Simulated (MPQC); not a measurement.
# HF/aug-cc-pVTZ run of SiSe (SMILES [Si][Se])

What is the vertical ionisation energy of SiSe at HF/aug-cc-pVTZ? 

The results are computed with MPQC 2.3.1.

3 further runs of the same task are left out: 3 set aside as unsound or not needed. Runs told in other sessions of the task aren't counted.

## 1. The structure to begin with

The species is SiSe (2 atoms), meant as a singlet with charge 0. As SMILES, `[Si][Se]`. The shape comes from GFN2-xTB, which is rough for such elements, and wasn't checked as a minimum.

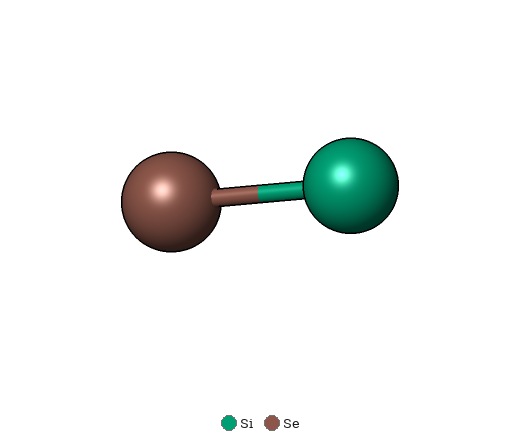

The structure, seen from a chosen angle (silicon teal, selenium brown).

## 2. The energy at HF/aug-cc-pVTZ

File mol.in:

```
% emacs should use -*- KeyVal -*- mode
molecule<Molecule>: (
    symmetry = c1
    unit = angstrom
    { atoms geometry } = {
        Si [ 0.000000       0.000000       0.000000 ]
        Se [ 0.000000       0.000000       2.124530 ]
    }
)
basis<GaussianBasisSet>: (
    name = "aug-cc-pVTZ"
    molecule = $:molecule
    basisdir = "."
    puream = yes
)
mpqc: (
    checkpoint = no
    savestate = no
    restart = no
    do_energy = yes
    do_gradient = no
    optimize = no
    mole<CLHF>: (
        molecule = $:molecule
        basis = $:basis
        total_charge = 0
        memory = 1000000000
        print_evals = yes
        maxiter = 120
        value_accuracy = 1e-08
        guess_wavefunction<CLHF>: (
            molecule = $:molecule
            total_charge = 0
            memory = 1000000000
            value_accuracy = 1e-3
            basis<GaussianBasisSet>: (
                name = "STO-3G"
                molecule = $:molecule
            )
        )
    )
)
```

The basis set aug-cc-pVTZ is read from a file made from the Basis Set Exchange's data (not shown).

Started as:

```console
$ mpqc mol.in > mol.out
```

Output:

```text
MPQC: Massively Parallel Quantum Chemistry
[...]
  LUMO is    25   A =   0.004838
  total scf energy = -2688.8448703662
Value of the MolecularEnergy: -2688.8448703662
[...]
      symmetry = c1
[...]
```

Run time: 2.7 min. Hardware: 1 thread of Arm Neoverse N1, shared host; peak memory 0.51 GiB.

## 3. The doublet cation, same level

File run.in:

```
molecule<Molecule>: (
    symmetry = c1
    unit = angstrom
    { atoms geometry } = {
        Si [ 0.000000       0.000000       0.000000 ]
        Se [ 0.000000       0.000000       2.124530 ]
    }
)
basis<GaussianBasisSet>: (
    name = "aug-cc-pVTZ"
    molecule = $:molecule
    basisdir = "."
    puream = yes
)
mpqc: (
    checkpoint = no
    savestate = no
    restart = no
    do_energy = yes
    do_gradient = no
    optimize = no
    mole<UHF>: (
        molecule = $:molecule
        basis = $:basis
        total_charge = 1
        multiplicity = 2
        memory = 1000000000
        print_evals = yes
        maxiter = 120
        value_accuracy = 1e-08
        guess_wavefunction<HSOSHF>: (
            molecule = $:molecule
            total_charge = 1
            multiplicity = 2
            memory = 1000000000
            value_accuracy = 1e-3
            basis<GaussianBasisSet>: (
                name = "STO-3G"
                molecule = $:molecule
            )
            guess_wavefunction<ExtendedHuckelWfn>: (
                molecule = $:molecule
                total_charge = 1
                multiplicity = 2
                basis<GaussianBasisSet>: (
                    name = "STO-3G"
                    molecule = $:molecule
                )
            )
        )
    )
)
```

The basis set aug-cc-pVTZ is read from a file made from the Basis Set Exchange's data (not shown).

Started as:

```console
$ mpqc -o run.out run.in
```

Output:

```text
MPQC: Massively Parallel Quantum Chemistry
[...]
  <S^2>      = 0.763656
  total scf energy = -2688.5286948509
Value of the MolecularEnergy: -2688.5286948509
[...]
      symmetry = c1
[...]
      nbasis = 109
[...]
    nalpha = 24
    nbeta = 23
[...]
```

Run time: 5.4 min. Hardware: 1 thread of Arm Neoverse N1, shared host; peak memory 0.51 GiB.

## 4. Outcome

Level: HF/aug-cc-pVTZ.

```
                                          quantity           value
                        singlet SiSe: total energy  -2688.84487 Eh
                         singlet SiSe: HOMO energy        -9.75 eV
                         singlet SiSe: LUMO energy         0.13 eV
                       singlet SiSe: HOMO–LUMO gap         9.89 eV
                      doublet cation: total energy  -2688.52869 Eh
                              doublet cation: ⟨S²⟩           0.764
vertical ionisation energy (to the doublet cation)        8.604 eV
```

What this shows: Removing an electron at fixed nuclei costs 8.60 eV (830 kJ/mol). The negative HOMO energy of the first species, 9.75 eV, lies 1.15 eV above that difference.
